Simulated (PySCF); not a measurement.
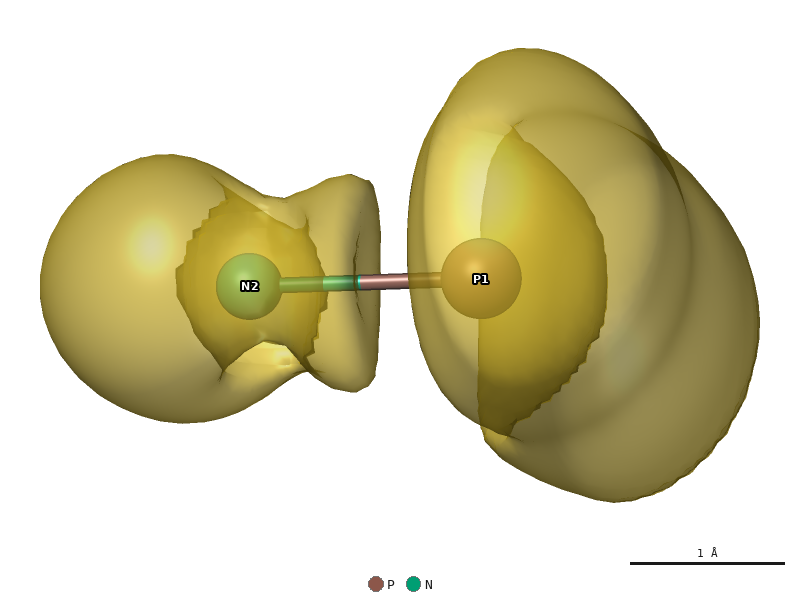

*PN (charge −1, doublet). Isosurface of the ELF at 0.75 (yellow), seen from one side. Only the valence region is drawn (cores and ρ < 0.01 e/Å³ removed).*

These are results of PBE0/aug-pcseg-1, non-relativistic, at a bond length of 1.551 Å (PySCF), not measurements.

```yaml
atoms:
  - { symbol: P, position_ang: [0.0000, 0.0000, -0.4829] }
  - { symbol: N, position_ang: [0.0000, 0.0000, 1.0681] }
```

> Identify the bonds, lone pairs and shells in this picture.

The ELF exceeds this value in one lobe on N, pointing away from the bonds (non-bonding electrons) and one lobe on P, pointing away from the bonds (non-bonding electrons).

Values along the shortest contacts:
P–N (1.55 Å): the ELF peaks at about 0.85 between the atoms; a polar covalent bond.
